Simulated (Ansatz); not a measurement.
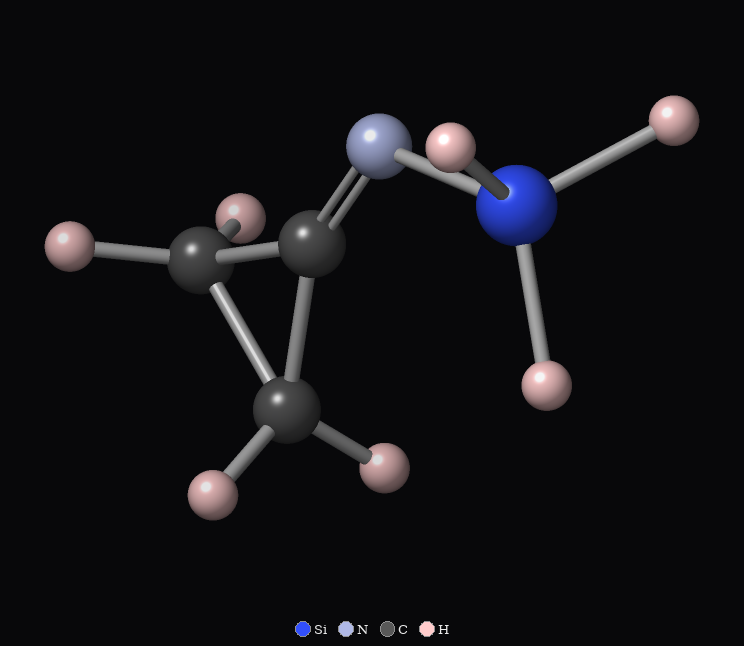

The computed structure is the end point of a PBE-D4/def2-SVP optimisation. No frequency run is at hand to confirm it as a minimum.

Give the structural formula.

SMILES: [SiH3]N=C1CC1

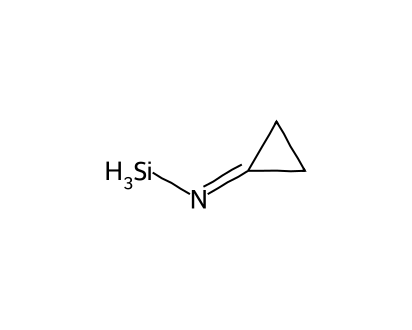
